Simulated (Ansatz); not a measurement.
Band structure of Os (P6_3/mmc, 2 atoms in the cell).

```
Os
1.0
    1.36500    -2.36425     0.00000
    1.36500     2.36425     0.00000
    0.00000     0.00000     4.32000
Os
2
Direct
  0.33333   0.66667   0.25000
  0.66667   0.33333   0.75000
```

Computed with PBE (plane waves, PAW; Ansatz, a first-principles code).

Settings: basis.ecutwfc = 30.9 Ry; kpoints.mp_grid.grid = 11 11 6; hamiltonian.xc = pbe; hamiltonian.pseudopotentials = {kind: paw} (the program's default PAW files); scf.occupations.method = gaussian; scf.occupations.width = 0.01 Ry; kpoints.band_path.npoints = 8.

The starting cell has typed, rounded lattice constants, without a prior relaxation at this level. Spin-orbit coupling is off. Spin polarisation is off.

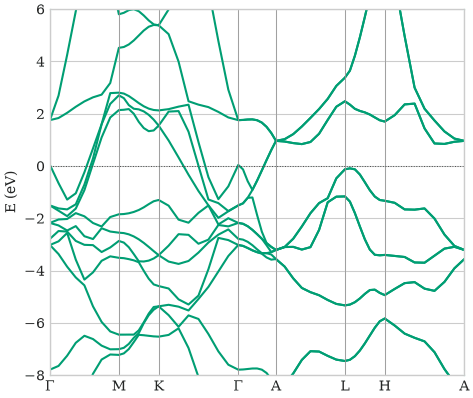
Bands along the path, energies from the Fermi level.

Levels in eV from the Fermi level, bands 13 to 19:
| point | 13 | 14 | 15 | 16 | 17 | 18 | 19 |
|---|---|---|---|---|---|---|---|
| Γ | -2.79 | -2.18 | -2.18 | -1.51 | -1.51 | 0.04 | 1.75 |
| M | -2.87 | -2.55 | -1.85 | 2.14 | 2.70 | 2.80 | 4.52 |
| K | -3.41 | -3.41 | -1.30 | 1.54 | 1.54 | 2.12 | 5.38 |
| A | -3.21 | -3.21 | -3.21 | -3.21 | 0.96 | 0.96 | 0.96 |
| L | -1.17 | -1.17 | -0.13 | -0.13 | 2.47 | 2.47 | 3.38 |
| H | -3.40 | -3.40 | -1.33 | -1.33 | 1.70 | 1.70 | 8.43 |

Bands cross the Fermi level along this path, so the cell is metallic at this level.

Keys are those of Ansatz 0.2.
